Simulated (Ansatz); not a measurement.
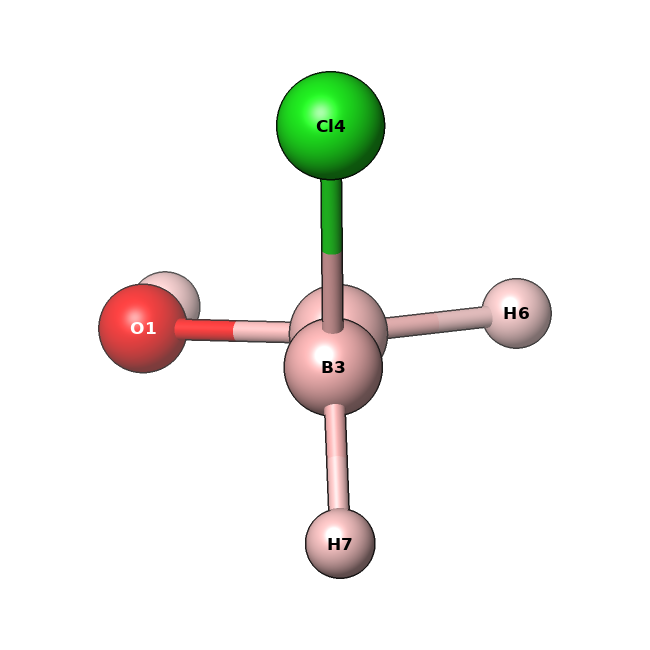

B2 lies behind B3. The molecule seen nearly along the B3–B2 bond, B3 in front. Distant atoms are faded towards the background colour. The geometry was computed by an optimisation with PBE0-D4/def2-TZVP. No frequency run is at hand to confirm it as a minimum.

What is the torsion angle Cl4–B3–B2–O1? The sign is positive where the front bond must turn clockwise to cover the back bond.

−93°, about perpendicular.
